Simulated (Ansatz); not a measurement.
The figure comes from a scan of PbF2 (fluorite): the cell is scaled evenly about its relaxed volume V₀. All values below come from PBE (plane waves to 420 eV, PAW, scalar-relativistic; Ansatz, an electronic-structure program). k mesh 10×10×10 (Γ-centred), Fermi-Dirac smearing 0.05 eV. Stress and pressure are positive under compression. PbF2 was relaxed with its symmetry unable to fall. Spin-orbit coupling is left out, though Pb is heavy. 

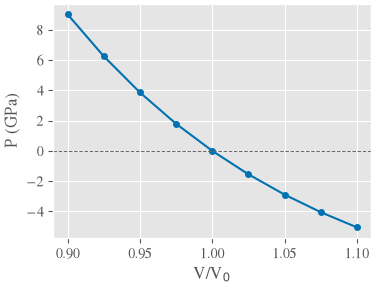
Figure. P (GPa) against V/V₀; markers are the computed points, lines only join them.

Q: Turn the plot into a table (rounded to what can be read).

A: To the nearest 0.2:

```json
[
 {"V/V₀": "0.900", "P (GPa)": "9.0"},
 {"V/V₀": "0.925", "P (GPa)": "6.2"},
 {"V/V₀": "0.950", "P (GPa)": "3.8"},
 {"V/V₀": "0.975", "P (GPa)": "1.8"},
 {"V/V₀": "1.000", "P (GPa)": "0.0"},
 {"V/V₀": "1.025", "P (GPa)": "-1.6"},
 {"V/V₀": "1.050", "P (GPa)": "-2.8"},
 {"V/V₀": "1.075", "P (GPa)": "-4.0"},
 {"V/V₀": "1.100", "P (GPa)": "-5.0"}
]
```

(Under strain, the slope of the energy per volume gives the stress and its curvature an elastic modulus.)
